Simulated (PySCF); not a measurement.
**F5P, SMILES `FP(F)(F)(F)F`: what the electrons do**

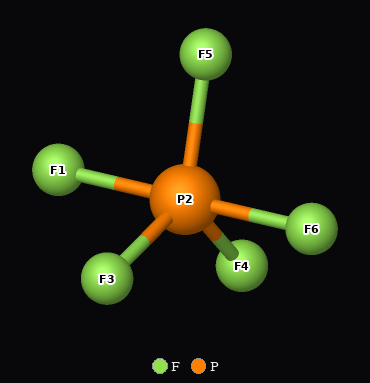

The molecule, with its atoms numbered as below. No frequency check shows the geometry to be a minimum.

Coordinates in Å:

```
F1      -1.5888    0.0008   -0.0004
P2       0.0000    0.0002   -0.0004
F3       0.0002   -0.4054    1.5055
F4       0.0001   -1.1039   -1.1017
F5      -0.0004    1.5068   -0.4020
F6       1.5889    0.0014   -0.0007
```

Part 1: Bonding charge

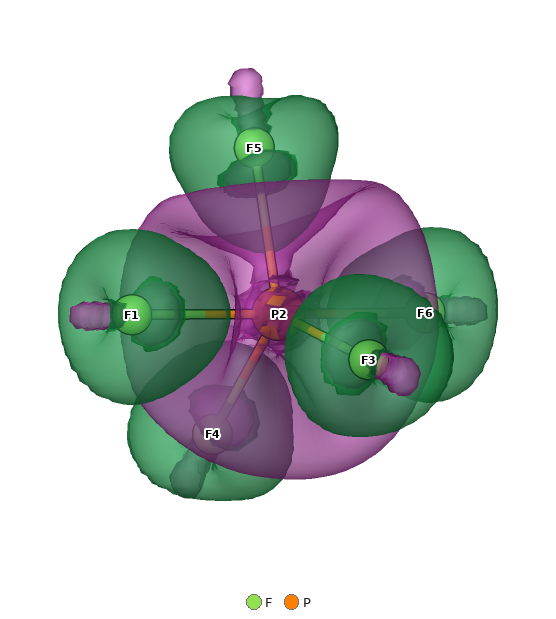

Deformation density (molecule less spherical, spin-averaged free atoms at the same positions), surfaces at ±0.04 e/Å³; green: gain, purple: loss.

Level of theory: PBE/def2-TZVP (PySCF), at a geometry from GFN2-xTB.

Question: How much density has each bond gained at its critical point, relative to the free atoms?

Answer: P2–F5, P2–F4 and P2–F3: +0.09 e/Å³ at the bond critical point (bond length 1.56 Å, Mayer order 1.2); up to 0.6 Å beside the axis the gain reaches +0.33 e/Å³. P2–F6 and F1–P2: +0.08 e/Å³ at the bond critical point (bond length 1.59 Å, Mayer order 1.2); up to 0.6 Å beside the axis the gain reaches +0.33 e/Å³. In all, 1.2 electrons gather in the regions of gain relative to the promolecule. A small or negative value marks a very polar bond, one between electron-rich atoms, whose free-atom densities already overlap strongly, a long bond to a heavier atom, or a closed-shell contact such as a hydrogen bond.

Question: Where do the Hirshfeld charges lie?

Answer: The highest Hirshfeld charge is on P2 (+0.58 e), the lowest on F1 and F6 (−0.15 e).

```csv
atom,charge (e)
F1,−0.15
P2,+0.58
F3,−0.09
F4,−0.09
F5,−0.09
F6,−0.15
```

Part 2: Bond critical points

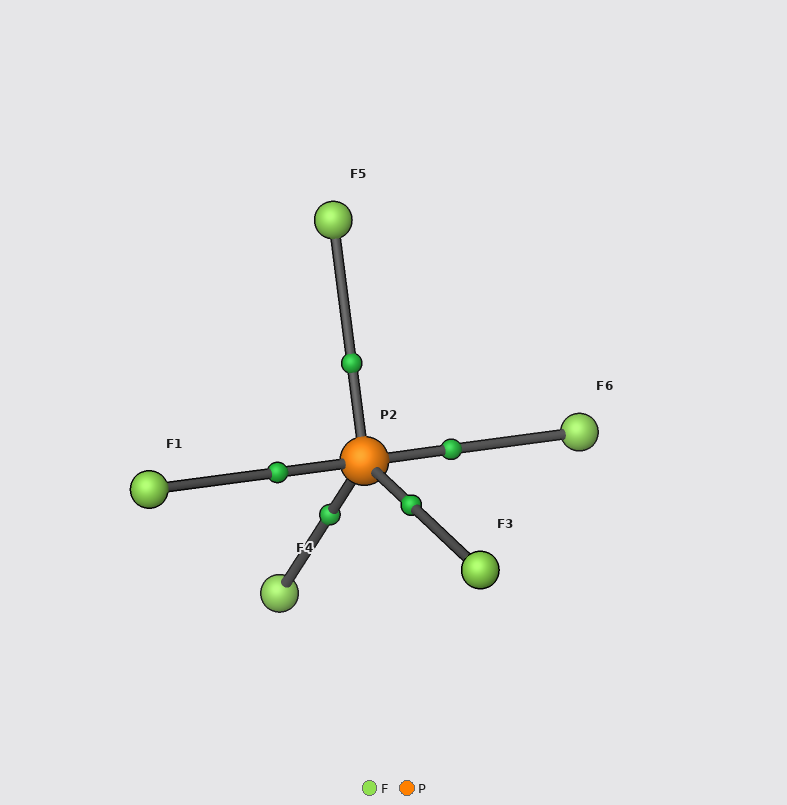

Molecular graph of the electron density (QTAIM): bond paths, bond critical points (green), ring points (magenta, if any); weak paths are dashed.

Question: How many critical points of each kind are there, and does the count close?

Answer: 6 nuclei, 5 bond, 0 ring and 0 cage critical points: 6 − 5 + 0 − 0 = 1, as the Poincaré–Hopf relation requires.

Question: Tabulate density, Laplacian, ellipticity and energy density at the bond critical points (atomic units).

Answer:
| bond | length (Å) | ρ (a.u.) | ∇²ρ (a.u.) | ε | H (a.u.) |
| --- | --- | --- | --- | --- | --- |
| P2–F5 (3 alike) | 1.559 | 0.185 | +0.81 | 0.01 | −0.133 |
| P2–F6 (2 alike) | 1.589 | 0.176 | +0.68 | 0.00 | −0.130 |

Question: What kind of interaction is P2–F5?

Answer: Polar or intermediate (positive Laplacian, negative energy density H): ρ = 0.185, ∇²ρ = +0.81, H = −0.133 a.u.

Part 3: Local ionisation energy

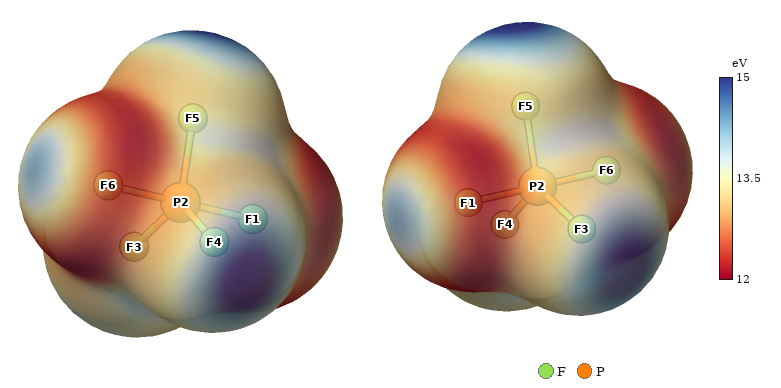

Average local ionisation energy on the surface of electron density 0.001 a.u. (back view left, front view right).

Question: Where are the most loosely bound electrons on this surface?

Answer: The lowest value is 12.1 eV, 1.7 Å from F1, and at like points elsewhere. For comparison, the highest occupied orbital lies at −9.9 eV.

Part 4: In an electric field

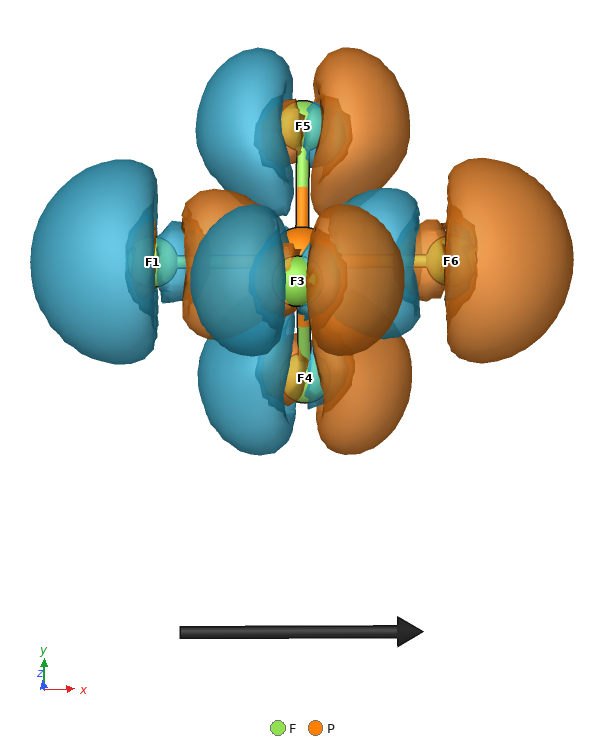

Change of the electron density in a uniform field of 0.21 V/Å along +x (arrow), surfaces at ±0.0008 e/Å³ (light blue: gain, orange: loss).

Level of theory: PBE/def2-TZVP (PySCF), at a geometry from GFN2-xTB. A basis without diffuse functions makes polarisabilities too small.

Question: How large is the response?

Answer: The induced dipole is 0.25 D (along the field); α along this axis, from the fields in both directions, is 25 bohr³ (3.7 Å³).

Question: Which atoms gain and lose the most charge?

Answer: Electrons gather most on F1 (Hirshfeld charge changes by −0.009 e) and leave F6 most (+0.009 e); 0.028 electrons are displaced in all.

The PySCF runs shown took 9.1 s and 21 s on 1 thread of AMD EPYC 9R45 96-Core Processor (Zen 5), on a shared host.
